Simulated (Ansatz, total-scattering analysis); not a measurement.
# La4Ti9O24: neutron diffraction with isotope substitution

Two samples of La4Ti9O24 (La 10.8, Ti 24.3, O 64.9 atom %; 2000 K, fixed volume (mean pressure 4.6 GPa); ρ₀ = 0.0748 Å⁻³) differ only in the isotope of Ti: 46Ti (b = 4.72 fm) and 48Ti (b = -5.86 fm). Other lengths: La 8.24, O 5.8037 fm. The data are simulated by ab initio molecular dynamics with Ansatz (PBE-D3(BJ), plane waves, PAW default files, Langevin thermostat, no spin, fixed volume), at a lowered cutoff of 330 eV. The average runs over 0.80 ps of 74 atoms, so shells between rare elements are rough. Mean temperature 1968 K, largest m.s.d. 1.42 Å², energy drift -25 meV an atom (last third less first, no steady trend), Langevin friction 10 ps⁻¹; the first quarter of the run is discarded. Preparation: a classical melt of Nd4Ti9O24 with the elements renamed and the cell rescaled, then 0.1 ps at 2800 K with a cheaper basis and a friction of 10 ps⁻¹ (mean temperature of the first stage 2900 K), too short to forget the start in full. So short a stretch relaxes bonds and nearest shells but still remembers its start. It is a liquid as far as so short a run tells. The partials come from the cell's reciprocal vectors below 4 Å⁻¹ and from g(r) above; absorption, incoherent and inelastic scattering are left out. F(Q) = Σ ci cj bi bj (Sij − 1), in barn per steradian and atom:

| Q (Å⁻¹) | 46Ti | 48Ti | difference |
| --- | --- | --- | --- |
| 0.9 | -0.315 | -0.266 | -0.050 |
| 1.2 | -0.291 | -0.309 | 0.019 |
| 1.5 | -0.268 | -0.292 | 0.024 |
| 1.8 | -0.172 | -0.249 | 0.078 |
| 2.1 | -0.160 | -0.160 | 0.001 |
| 2.4 | -0.082 | 0.188 | -0.270 |
| 2.7 | 0.082 | 0.496 | -0.413 |
| 3.0 | 0.072 | 0.162 | -0.090 |
| 3.3 | 0.008 | -0.036 | 0.044 |
| 3.6 | 0.026 | -0.121 | 0.147 |
| 3.9 | 0.013 | -0.136 | 0.149 |
| 4.2 | 0.002 | -0.103 | 0.105 |
| 4.5 | 0.000 | -0.068 | 0.068 |
| 4.8 | 0.017 | -0.004 | 0.021 |
| 5.1 | 0.029 | 0.061 | -0.032 |
| 5.4 | 0.009 | 0.075 | -0.066 |
| 5.7 | -0.027 | 0.044 | -0.071 |
| 6.0 | -0.043 | 0.015 | -0.058 |
| 6.3 | -0.031 | 0.006 | -0.037 |
| 6.6 | -0.011 | 0.000 | -0.011 |
| 6.9 | 0.009 | -0.012 | 0.021 |
| 7.2 | 0.023 | -0.023 | 0.046 |
| 7.5 | 0.026 | -0.024 | 0.050 |
| 7.8 | 0.018 | -0.018 | 0.036 |
| 8.1 | 0.005 | -0.010 | 0.015 |
| 8.4 | -0.003 | 0.001 | -0.004 |
| 8.7 | -0.007 | 0.011 | -0.018 |
| 9.0 | -0.009 | 0.018 | -0.027 |
| 9.3 | -0.011 | 0.016 | -0.027 |
| 9.6 | -0.010 | 0.010 | -0.020 |
| 9.9 | -0.005 | 0.003 | -0.008 |
| 10.2 | 0.001 | -0.002 | 0.003 |
| 10.5 | 0.005 | -0.007 | 0.011 |
| 10.8 | 0.007 | -0.010 | 0.017 |

The first difference in real space, ΔG(r), in barn (from the pair functions, so without the broadening of a finite Q range):

| r (Å) | first difference G(r) |
| --- | --- |
| 1.22 | -0.233 |
| 1.30 | -0.233 |
| 1.38 | -0.233 |
| 1.46 | -0.233 |
| 1.54 | -0.229 |
| 1.62 | -0.098 |
| 1.70 | 0.291 |
| 1.78 | 0.757 |
| 1.86 | 0.823 |
| 1.94 | 0.664 |
| 2.02 | 0.369 |
| 2.10 | 0.177 |
| 2.18 | 0.040 |
| 2.26 | -0.038 |
| 2.34 | -0.102 |
| 2.42 | -0.142 |
| 2.50 | -0.162 |
| 2.58 | -0.180 |
| 2.66 | -0.178 |
| 2.74 | -0.192 |
| 2.82 | -0.191 |
| 2.90 | -0.183 |
| 2.98 | -0.172 |
| 3.06 | -0.162 |
| 3.14 | -0.145 |
| 3.22 | -0.095 |
| 3.30 | -0.072 |
| 3.38 | -0.041 |
| 3.46 | 0.007 |
| 3.54 | 0.020 |
| 3.62 | 0.053 |
| 3.70 | 0.085 |
| 3.78 | 0.074 |
| 3.86 | 0.080 |
| 3.94 | 0.091 |
| 4.02 | 0.093 |
| 4.10 | 0.089 |
| 4.18 | 0.090 |
| 4.26 | 0.077 |
| 4.34 | 0.064 |
| 4.42 | 0.064 |

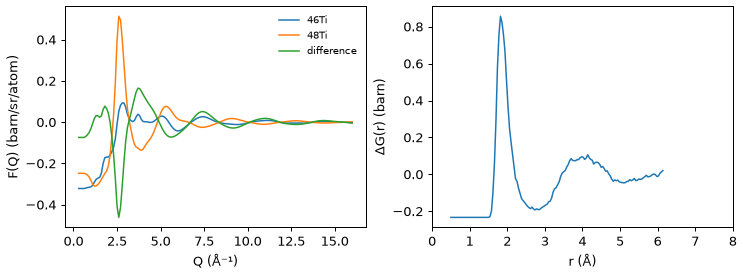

Q: What does the difference say of the neighbours of Ti?

Pairs without Ti cancel. ΔG(r) = Σ W [g(r) − 1] with W = 2 c(Ti) c(j) b(j) Δb, and c(Ti)² (b₁² − b₂²) for Ti–Ti: Ti–La 0.0459, Ti–Ti -0.0071, Ti–O 0.1938 barn. At small r, ΔG → −ΣW = -0.232; in this finite cell the Ti–Ti term carries (N − 1)/N with N = 18 atoms of Ti, which gives -0.233.

The first feature, at 1.83 Å, is Ti–O. n = 4πρ₀ c(O)/W ∫ r² [ΔG − ΔG(0)] dr up to 2.78 Å gives 5.3 O around each Ti; the coordinates give 5.38 up to 2.78 Å.

Shells of Ti from the coordinates: Ti–O at 1.83 Å, 5.4 neighbours to 2.78 Å; Ti–Ti at 3.41 Å, 6.5 neighbours to 4.42 Å, a soft count; La–Ti at 3.68 Å, 3.3 neighbours to 4.56 Å, a soft count (first peaks with a usable minimum only).
